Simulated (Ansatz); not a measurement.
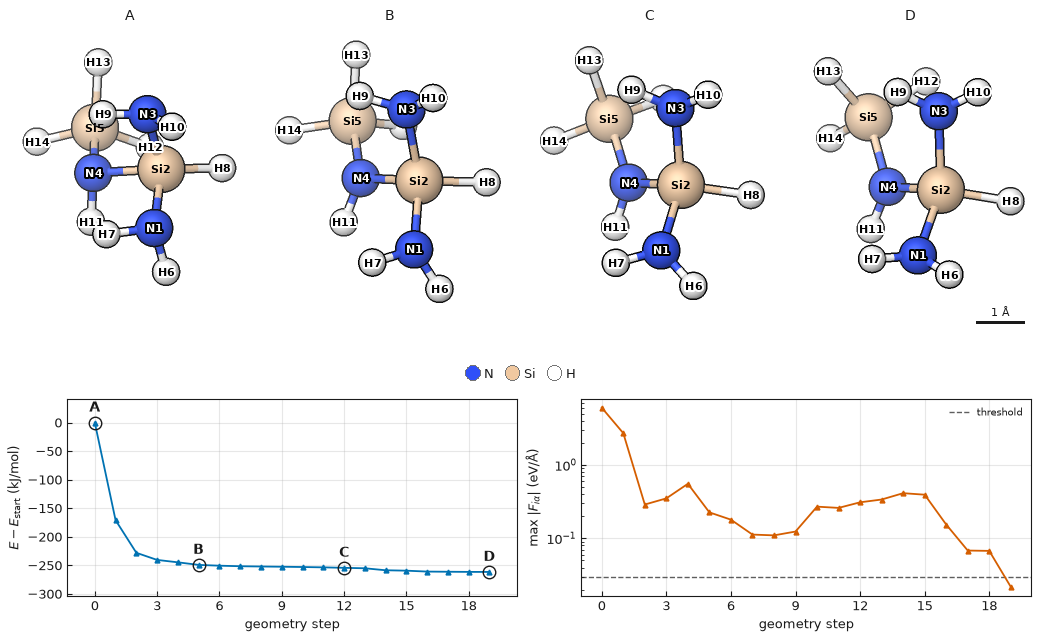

Frames of a relaxation of Si₂N₃H₉ (coarse preliminary run), marked on the history of the run. Style: ball-and-stick. Shown from a free direction.

The start comes from a force field.

Computed with RKS PBE-D4/def2-SVP (Ansatz). Settings: force threshold 0.03 eV/Å; at most 200 steps.

Describe the path.

Answer. After 19 geometry steps the energy has fallen by 261.5 kJ/mol. The largest force component goes from 6 to 0.022 eV/Å. H12 moves most after the best rigid fit: 1.45 Å. By element the largest moves are H 1.45 Å, N 0.67 Å, Si 0.45 Å. Near-neighbour distances that change, for instance: Si2–Si5 2.752 → 3.098 Å, N1–Si2 1.604 → 1.741 Å, Si2–N3 1.637 → 1.747 Å, Si5–H13 1.427 → 1.509 Å. Bond angles that change, for instance: N1–Si2–N3 95.4° → 124.1°, N3–Si2–H8 118.0° → 103.8°, Si5–N4–H11 103.8° → 117.4°. The run took 30 s on 4 threads of Arm Neoverse V1, on a shared host. From step 0 to 5: H7 moves most (0.72 Å), energy −249.1 kJ/mol. From step 5 to 12: H13 moves most (0.69 Å), energy −5.13 kJ/mol. From step 12 to 19: H12 moves most (0.66 Å), energy −7.20 kJ/mol.
